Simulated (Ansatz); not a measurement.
# CH4ClFN2Si: rotation by 180° about the C2–N3 bond

How high is the barrier for the rotation by 180° about the C2–N3 bond? Relax the two ends, then run a nudged elastic band between them. SMILES of the start: N=C(N)[SiH](F)Cl.

All numbers below are computed with Ansatz 0.2.0 (RKS r2SCANh/def2-SVP).

## Step 1: Starting point

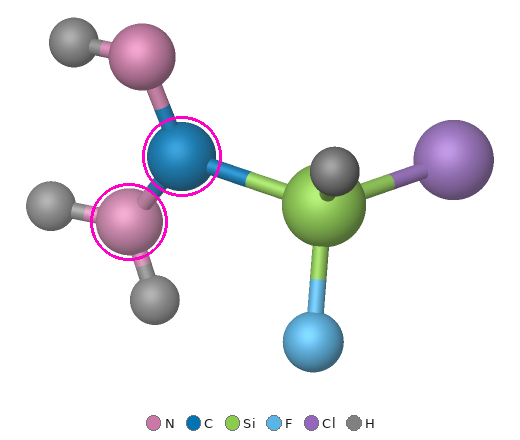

The starting structure, seen from a chosen angle (nitrogen pink, carbon blue, silicon green, fluorine blue, chlorine purple, hydrogen grey). Ringed: C2, N3.

Coordinates:

```xyz
10

N     0.5568   -1.7118   -0.3292
C    -0.0033   -0.5524    0.0652
N    -0.9895   -0.4946    1.0319
Si    0.7023    1.1186   -0.7778
F    -0.6052    2.1329   -0.7141
Cl    2.1817    1.9021    0.3172
H     0.1428   -2.4415    0.2021
H    -1.4804    0.3677    1.1030
H    -1.4815   -1.3234    1.2722
H     1.0594    0.9513   -2.1676
```

## Step 2: End point A

The input, input.yaml:

```yaml
crystal:
  periodic: [false, false, false]
  atoms:
    - { symbol: "N", position_ang: [0.5568, -1.7118, -0.3292] }
    - { symbol: C, position_ang: [-0.0033, -0.5524, 0.0652] }
    - { symbol: "N", position_ang: [-0.9895, -0.4946, 1.0319] }
    - { symbol: Si, position_ang: [0.7023, 1.1186, -0.7778] }
    - { symbol: F, position_ang: [-0.6052, 2.1329, -0.7141] }
    - { symbol: Cl, position_ang: [2.1817, 1.9021, 0.3172] }
    - { symbol: H, position_ang: [0.1428, -2.4415, 0.2021] }
    - { symbol: H, position_ang: [-1.4804, 0.3677, 1.103] }
    - { symbol: H, position_ang: [-1.4815, -1.3234, 1.2722] }
    - { symbol: H, position_ang: [1.0594, 0.9513, -2.1676] }
basis:
  gaussian: { orbitals: def2-SVP }
hamiltonian:
  xc: r2scanh
relax:
  f_tol: 0.015
  max_steps: 40
```

On the command line:

```bash
ansatz run input.yaml --threads 2 --pin off --max-ram 3072MiB --backend cpu --events-out ev --progress --plain --runs-dir out
```

Output, shortened:

```text
Warning: RAYON_NUM_THREADS=2 ignored (pool sized by the plan → 2); use --threads N
[...]
Functional definition: r2SCANh
[...]
1188 factors; integrals over basis functions are off by at most 6.0e-4 eV
[...]
mean field -27184.74688615 eV, -999.0210215826 hartree, gradient 5.2e-5 eV, S^2 0.000000; 0 other end points of the search recorded, 0 dependent functions left out
[...]
reference -27184.74689423 eV, -999.0210218795 hartree; 32, 32 occupied and 80, 80 virtual orbitals, 1188 factors
relax step   1: F+E_penalty+E_count = -27184.74688615 eV  Δ(F+E_penalty+E_count) = +0.000e0 eV  max|allowed force component| = 4.613e0 eV/Å  Δτ_max = 0.0000 Å  (27 SCF iters, accepted)
[...]
relax step   4: F+E_penalty+E_count = -27185.18501178 eV  Δ(F+E_penalty+E_count) = -1.782e-2 eV  max|allowed force component| = 2.807e-1 eV/Å  Δτ_max = 0.0424 Å  (30 SCF iters, accepted)
[...]
relax step   7: F+E_penalty+E_count = -27185.19409712 eV  Δ(F+E_penalty+E_count) = -8.033e-4 eV  max|allowed force component| = 7.309e-2 eV/Å  Δτ_max = 0.0384 Å  (30 SCF iters, accepted)
[...]
relax step  10: F+E_penalty+E_count = -27185.19635430 eV  Δ(F+E_penalty+E_count) = -4.422e-4 eV  max|allowed force component| = 3.312e-2 eV/Å  Δτ_max = 0.0226 Å  (30 SCF iters, accepted)
[...]
relax step  12: F+E_penalty+E_count = -27185.19666116 eV  Δ(F+E_penalty+E_count) = -1.112e-4 eV  max|allowed force component| = 3.094e-2 eV/Å  Δτ_max = 0.0109 Å  (30 SCF iters, accepted)
[...]
relax step  13: F+E_penalty+E_count = -27185.19671148 eV  Δ(F+E_penalty+E_count) = -5.032e-5 eV  max|allowed force component| = 9.990e-3 eV/Å  Δτ_max = 0.0053 Å  (25 SCF iters, accepted)
1188 factors; integrals over basis functions are off by at most 6.4e-4 eV
mean field -27185.19671148 eV, -999.0375523587 hartree, gradient 5.4e-6 eV, S^2 0.000000; 1 other end points of the search recorded, 0 dependent functions left out
[...]
reference -27185.19671972 eV, -999.0375526616 hartree; 32, 32 occupied and 80, 80 virtual orbitals, 1188 factors
Total energy: -27185.19671972 eV, -999.0375526616 hartree
Atom 0 at     0.677838    -1.556212    -0.266860 Å, force    -0.001814     0.008445     0.009990 eV/Å
Atom 1 at    -0.023316    -0.535367     0.065950 Å, force     0.006766    -0.005746    -0.009367 eV/Å
Atom 2 at    -1.087128    -0.453169     0.913383 Å, force     0.000289    -0.000756     0.002709 eV/Å
Atom 3 at     0.619019     1.035988    -0.730085 Å, force     0.006742    -0.000506    -0.004110 eV/Å
Atom 4 at    -0.542404     2.159734    -0.539399 Å, force    -0.009540     0.005867     0.002699 eV/Å
Atom 5 at     2.284819     1.716132     0.255332 Å, force    -0.000066    -0.002170     0.003347 eV/Å
Atom 6 at     0.356466    -2.420519     0.185273 Å, force    -0.001086    -0.004349    -0.004887 eV/Å
Atom 7 at    -1.618957     0.404665     0.968088 Å, force    -0.000079    -0.000771     0.001315 eV/Å
Atom 8 at    -1.497445    -1.287274     1.315420 Å, force    -0.001337     0.003380     0.001312 eV/Å
Atom 9 at     0.914209     0.884923    -2.164202 Å, force     0.000123    -0.003394    -0.003008 eV/Å
Dipole moment:    -0.631388    -0.249156     0.260685 e Å
```

It took 36 s on 2 threads of Intel Xeon Platinum 8559C (Emerald Rapids), shared host; peak memory 0.31 GiB.

Relaxation path:

```csv
step,energy from step 1 (eV),largest force component (eV/Å)
1,0.0000,4.6126
2,-0.3885,1.2934
3,-0.4203,0.5833
4,-0.4381,0.2807
5,-0.4429,0.1706
6,-0.4464,0.0827
7,-0.4472,0.0731
8,-0.4483,0.0750
9,-0.4490,0.0376
10,-0.4495,0.0331
11,-0.4497,0.0268
12,-0.4498,0.0309
13,-0.4498,0.0100
```

Step 1 is the start.

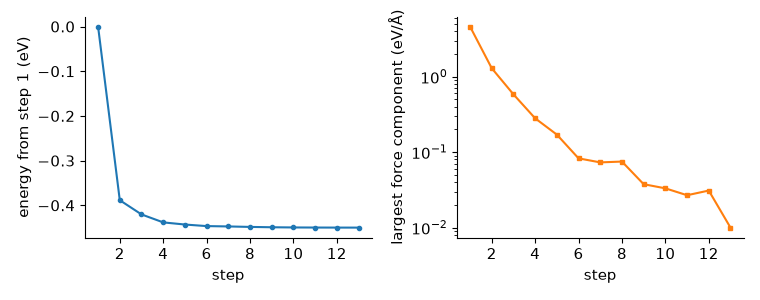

How energy and force went from step to step.

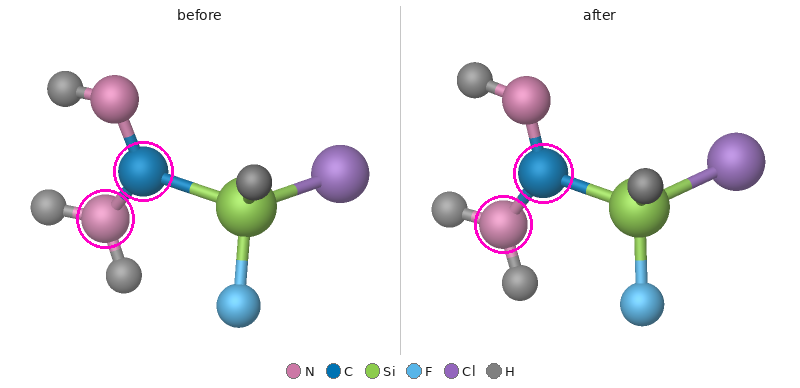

The structure before (left) and after (right), drawn at the same scale.

After: Bond lengths: N1–C2 1.282 Å, C2–N3 1.363 Å, C2–Si4 1.875 Å, Si4–F5 1.627 Å, Si4–Cl6 2.051 Å, N1–H7 1.027 Å, N3–H8 1.011 Å, N3–H9 1.013 Å, Si4–H10 1.472 Å. Angles: N1–C2–N3 129.5°, N1–C2–Si4 111.7°, N3–C2–Si4 118.7°, C2–N1–H7 112.6°, C2–N3–H8 119.7°, C2–N3–H9 120.9°, H8–N3–H9 117.7°, C2–Si4–F5 106.5°, C2–Si4–Cl6 110.6°, C2–Si4–H10 113.3°, F5–Si4–Cl6 107.1°, F5–Si4–H10 109.2°, Cl6–Si4–H10 109.8°.

## Step 3: End point B

The second end starts from a geometry with the move made by hand.

Changes to input.yaml since step 2:

```diff
@@ -10,4 +10,4 @@
     - { symbol: H, position_ang: [0.1428, -2.4415, 0.2021] }
-    - { symbol: H, position_ang: [-1.4804, 0.3677, 1.103] }
-    - { symbol: H, position_ang: [-1.4815, -1.3234, 1.2722] }
+    - { symbol: H, position_ang: [-1.12085, -1.32043, 1.57074] }
+    - { symbol: H, position_ang: [-1.18882, 0.37472, 1.46925] }
     - { symbol: H, position_ang: [1.0594, 0.9513, -2.1676] }
```

On the command line:

```bash
ansatz run input.yaml --threads 2 --pin off --max-ram 3072MiB --backend cpu --events-out ev --progress --plain --runs-dir out
```

Output, shortened:

```text
Warning: RAYON_NUM_THREADS=2 ignored (pool sized by the plan → 2); use --threads N
[...]
[... 1 set-up line as earlier in the session ...]
[...]
1187 factors; integrals over basis functions are off by at most 6.0e-4 eV
[...]
mean field -27184.72065864 eV, -999.0200577394 hartree, gradient 1.4e-5 eV, S^2 0.000000; 0 other end points of the search recorded, 0 dependent functions left out
[...]
reference -27184.72066676 eV, -999.0200580380 hartree; 32, 32 occupied and 80, 80 virtual orbitals, 1187 factors
relax step   1: F+E_penalty+E_count = -27184.72065864 eV  Δ(F+E_penalty+E_count) = +0.000e0 eV  max|allowed force component| = 4.604e0 eV/Å  Δτ_max = 0.0000 Å  (28 SCF iters, accepted)
[...]
relax step   4: F+E_penalty+E_count = -27185.17282436 eV  Δ(F+E_penalty+E_count) = -1.451e-2 eV  max|allowed force component| = 3.343e-1 eV/Å  Δτ_max = 0.0310 Å  (29 SCF iters, accepted)
[...]
Total energy: -27185.19669758 eV, -999.0375518480 hartree
Atom 0 at     0.714173    -1.556241    -0.258943 Å, force    -0.005262     0.007720     0.001401 eV/Å
Atom 1 at     0.045124    -0.534611     0.132473 Å, force     0.004405    -0.008245    -0.009123 eV/Å
Atom 2 at    -0.949296    -0.452517     1.060059 Å, force     0.012951     0.002032    -0.002988 eV/Å
Atom 3 at     0.625576     1.037718    -0.708120 Å, force     0.001456    -0.001495     0.008370 eV/Å
Atom 4 at    -0.507235     2.166995    -0.407195 Å, force    -0.001836     0.002423    -0.001836 eV/Å
Atom 5 at     2.376588     1.698929     0.131757 Å, force    -0.001773     0.000125    -0.001490 eV/Å
Atom 6 at     0.425792    -2.422226     0.211736 Å, force     0.000274    -0.001797     0.000940 eV/Å
Atom 7 at    -1.323359    -1.284547     1.499276 Å, force    -0.005611    -0.004130     0.003977 eV/Å
Atom 8 at    -1.463177     0.410569     1.170524 Å, force    -0.005699     0.004005     0.001783 eV/Å
Atom 9 at     0.791144     0.894820    -2.163877 Å, force     0.001096    -0.000638    -0.001034 eV/Å
Dipole moment:    -0.607981    -0.245237     0.313357 e Å
```

Run time: 39 s. Hardware: 2 threads of Intel Xeon Platinum 8559C (Emerald Rapids), shared host; peak memory 0.3 GiB.

Relaxation path:

```
step  energy from step 1 (eV)  largest force component (eV/Å)
   1                   0.0000                          4.6040
   2                  -0.3901                          1.3304
   3                  -0.4377                          0.4965
   4                  -0.4522                          0.3343
   5                  -0.4593                          0.1033
   6                  -0.4652                          0.1539
   7                  -0.4685                          0.2048
   8                  -0.4709                          0.1764
  9x                  -0.4480                          0.3952
  10                  -0.4745                          0.0588
  11                  -0.4755                          0.0467
  12                  -0.4758                          0.0405
  13                  -0.4760                          0.0239
  14                  -0.4760                          0.0130
```

Step 1 is the start. 1 step was tried and not accepted (marked x).

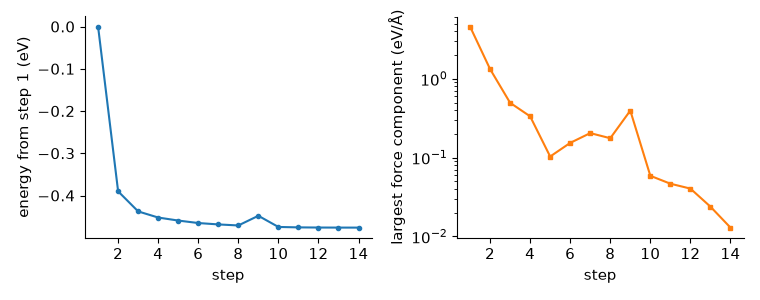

Energy and largest force along the relaxation.

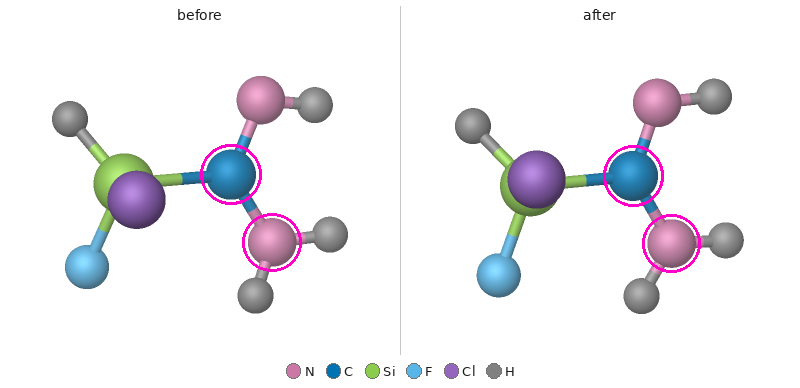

Before and after, at one scale.

After: Bond lengths: N1–C2 1.282 Å, C2–N3 1.362 Å, C2–Si4 1.875 Å, Si4–F5 1.628 Å, Si4–Cl6 2.051 Å, N1–H7 1.027 Å, N3–H8 1.012 Å, N3–H9 1.011 Å, Si4–H10 1.472 Å. Angles: N1–C2–N3 129.5°, N1–C2–Si4 111.7°, N3–C2–Si4 118.7°, C2–N1–H7 112.7°, C2–N3–H8 121.0°, C2–N3–H9 119.8°, H8–N3–H9 117.8°, C2–Si4–F5 106.5°, C2–Si4–Cl6 110.5°, C2–Si4–H10 113.4°, F5–Si4–Cl6 107.1°, F5–Si4–H10 109.2°, Cl6–Si4–H10 109.9°.

[end of part 1 of 2]
